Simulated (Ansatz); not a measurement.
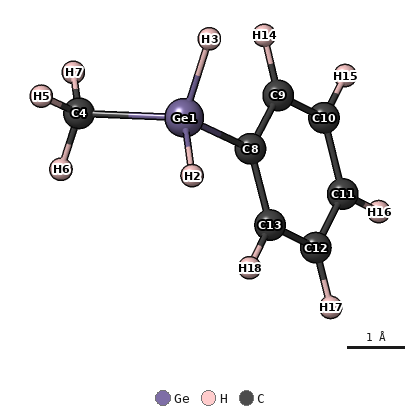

The structure (ball-and-stick view, seen at a tilt; atoms are numbered from 1 in the order of the input). Sticks mark near contacts. Bond lengths as drawn: C–C 1.39 to 1.40 Å, C–Ge 1.95 Å, C–H 1.09 to 1.10 Å and Ge–H 1.54 Å.

# Two runs on C$_{7}$H$_{10}$Ge

System: C$_{7}$H$_{10}$Ge, multiplicity 3.
Method of the first run: UKS PBE-D4/def2-TZVP (Ansatz 0.2.0).

The geometry comes from this level: PBE0-D4/def2-SVP. Text and figures count atoms from 1; the logs count them from 0 in places.

**Input, the first run**
```yaml
crystal:
  periodic: [false, false, false]
  atoms:
    - {symbol: Ge, position_ang: [1.159967, 1.415343, 0.825219]}
    - {symbol: H, position_ang: [1.160592, 1.409507, 2.368914]}
    - {symbol: H, position_ang: [2.616923, 1.429141, 0.314513]}
    - {symbol: C, position_ang: [0.216069, 2.993997, 0.165607]}
    - {symbol: H, position_ang: [0.701485, 3.915623, 0.518844]}
    - {symbol: H, position_ang: [-0.825587, 2.985596, 0.518442]}
    - {symbol: H, position_ang: [0.210383, 2.998129, -0.934279]}
    - {symbol: C, position_ang: [0.285658, -0.210490, 0.199158]}
    - {symbol: C, position_ang: [0.580594, -0.742684, -1.063641]}
    - {symbol: C, position_ang: [-0.068949, -1.885514, -1.528324]}
    - {symbol: C, position_ang: [-1.024230, -2.516595, -0.732566]}
    - {symbol: C, position_ang: [-1.325017, -2.002933, 0.528070]}
    - {symbol: C, position_ang: [-0.673263, -0.859499, 0.988827]}
    - {symbol: H, position_ang: [1.331592, -0.261001, -1.697791]}
    - {symbol: H, position_ang: [0.172858, -2.287388, -2.515825]}
    - {symbol: H, position_ang: [-1.532690, -3.414110, -1.094148]}
    - {symbol: H, position_ang: [-2.070608, -2.497164, 1.156525]}
    - {symbol: H, position_ang: [-0.915775, -0.469967, 1.982443]}
basis:
  gaussian: {orbitals: def2-TZVP, initial_orbitals: start.molden}
magnetization: {spin_polarized: true, initial_magnetization: 2}
hamiltonian: {xc: pbe, dispersion: d4}
scf: {omitted_lower_state_checks: [starts]}
output: {orbitals: {seedname: orbitals}}
```

Command:
```bash
ansatz run in.yaml --threads 2 --pin off --events-out ev --progress --plain --max-ram 32768MiB --backend cuda --devices 0, --max-vram 18GiB
```

Hardware: 2 CPU threads, shared host.

**Output (the first run)**
```
Functional definition: PBE
  parameter kappa = 0.804
  parameter beta = 0.06672455060314922
  exchange = pbe_x(kappa = kappa, mu = beta*pi^2/3)
  correlation = pbe_c(beta = beta)
these checks for a lower state are left out or cut short: starts
2058 factors; their error is unknown
mean field evaluation 1: about -63919.9582 eV, gradient 9.1e0 eV
mean field evaluation 2: about -63920.1670 eV, gradient 2.9e-1 eV
mean field evaluation 4: about -63920.0925 eV, gradient 5.3e-2 eV
mean field evaluation 8: about -63920.0929 eV, gradient 2.9e-4 eV
mean field evaluation 16: about -63920.0929 eV, gradient 3.5e-6 eV
mean field -63920.09290844 eV, -2349.0200877900 hartree, gradient 3.5e-6 eV, S^2 2.021578; 0 other end points of the search recorded, 0 dependent functions left out
reference -63920.09296375 eV, -2349.0200898228 hartree; 43, 41 occupied and 282, 284 virtual orbitals, 2058 factors
Total energy: -63920.59775967 eV, -2349.0386407305 hartree
Checks for a lower state left out: starts
```

For the second run the input was changed thus:
```diff
-magnetization: {spin_polarized: true, initial_magnetization: 2}
```

Predict how the results change.

With the same method and basis, the second run lies 97.7 kcal/mol lower. The HOMO goes from −2.08 to −6.26 eV. The LUMO goes from −5.63 to −1.39 eV.

**Output (the second run)**
```
Functional definition: PBE
  parameter kappa = 0.804
  parameter beta = 0.06672455060314922
  exchange = pbe_x(kappa = kappa, mu = beta*pi^2/3)
  correlation = pbe_c(beta = beta)
these checks for a lower state are left out or cut short: starts
2058 factors; their error is unknown
mean field evaluation 1: about -63924.2410 eV, gradient 1.3e1 eV
mean field evaluation 2: about -63924.4089 eV, gradient 1.7e-1 eV
mean field evaluation 4: about -63924.3317 eV, gradient 8.2e-4 eV
mean field -63924.33167999 eV, -2349.1758597715 hartree, gradient 1.1e-5 eV, S^2 0.000000; 0 other end points of the search recorded, 0 dependent functions left out
reference -63924.33173512 eV, -2349.1758617975 hartree; 42, 42 occupied and 283, 283 virtual orbitals, 2058 factors
Total energy: -63924.83653104 eV, -2349.1944127052 hartree
Checks for a lower state left out: starts
```

**The two runs side by side**

```csv
quantity,the first run,the second run
outcome,converged,converged
total energy (hartree),−2349.038641,−2349.194413
HOMO (eV),−2.08,−6.26
LUMO (eV),−5.63,−1.39
⟨S²⟩,2.022,–
basis functions,325,325
wall time (shared host),9.6 s,13 s
```
